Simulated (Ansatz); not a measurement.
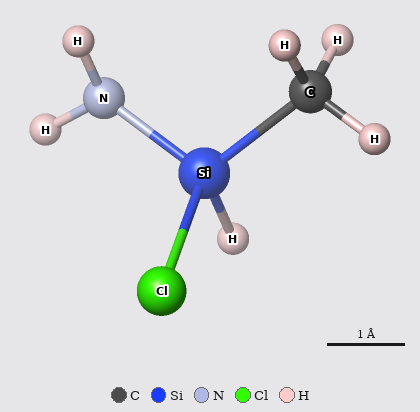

Figure 1. The input geometry (ball-and-stick view, seen at a tilt).

Single-point calculation, with input and output: CH6ClNSi

System: CH6ClNSi, SMILES C[SiH](N)Cl.
Method: B3LYP/6-31G*, RKS (Ansatz 0.2.0).

A bond length was changed on purpose from its optimised value.

Input
```yaml
crystal:
  periodic: [false, false, false]
  atoms:
    - {symbol: C, position_ang: [-1.021887, 1.073549, -0.155457]}
    - {symbol: Si, position_ang: [-0.153187, -0.524351, 0.200743]}
    - {symbol: "N", position_ang: [1.103213, -0.265951, 1.324943]}
    - {symbol: Cl, position_ang: [0.594900, -1.392500, -1.900800]}
    - {symbol: H, position_ang: [-1.817587, 0.922749, -0.887457]}
    - {symbol: H, position_ang: [-1.457087, 1.482949, 0.759143]}
    - {symbol: H, position_ang: [-0.324487, 1.807549, -0.567257]}
    - {symbol: H, position_ang: [-1.034087, -1.576251, 0.756743]}
    - {symbol: H, position_ang: [1.749913, 0.495849, 1.191743]}
    - {symbol: H, position_ang: [1.565113, -1.055451, 1.747943]}
basis:
  gaussian:
    orbitals: 6-31G_st_-spherical.json
hamiltonian:
  xc: {name: B3LYP}
accuracy: high
output:
  orbitals: {seedname: orbitals}
```

Machine: 1 thread of Arm Neoverse V1, 24 GiB of memory available, shared host.

Command:
```bash
ansatz run input.yaml --threads 1 --pin off --max-ram 2610MiB --events-out events.jsonl --progress --plain --runs-dir runs
```

Log
```
Functional definition: B3LYP
  name "B3LYP"
  parameter a0 = 0.2
  parameter ax = 0.72
  parameter ac = 0.81
  exchange = (1 - a0 - ax)*slater_x + ax*b88_x + a0*exact_x
  correlation = (1 - ac)*vwn_rpa_c + ac*lyp_c
1767 factors; integrals over basis functions are off by at most 6.4e-9 eV
mean field evaluation 1: about -23017.9690 eV, gradient 6.5e1 eV
mean field evaluation 2: about -23007.7329 eV, gradient 8.9e1 eV
mean field evaluation 4: about -23026.8718 eV, gradient 3.9e0 eV
mean field evaluation 8: about -23027.0840 eV, gradient 2.4e-1 eV
mean field evaluation 16: about -23027.0842 eV, gradient 2.4e-5 eV
mean field -23027.08415631 eV, -846.2297344260 hartree, gradient 7.2e-8 eV, S^2 0.000000; 0 other end points of the search recorded, 0 dependent functions left out
reference -23027.08419619 eV, -846.2297358918 hartree; 25, 25 occupied and 51, 51 virtual orbitals, 1767 factors
Total energy: -23027.08419619 eV, -846.2297358918 hartree
```

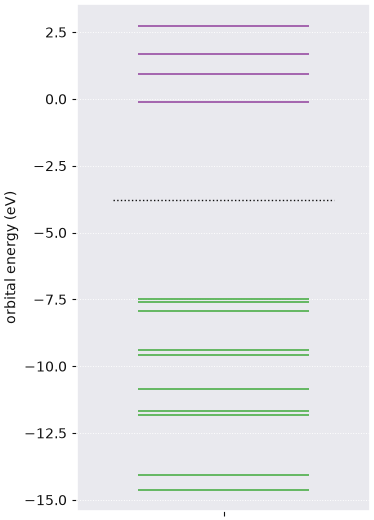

Figure 2. Orbital energies near the frontier; the dotted line parts filled from empty levels, and levels within 0.02 eV of each other stand side by side. Highest filled −7.49 eV, lowest empty −0.11 eV, 7.38 eV apart.

Results in brief

| quantity | value |
| --- | --- |
| outcome | converged |
| total energy | −846.229736 hartree |
| basis functions | 76 |
| SCF solution under orbital rotations | stable |
| HOMO | −7.49 eV |
| LUMO | −0.11 eV |
| wall time | 8.7 s |
| peak memory | 0.25 GiB |
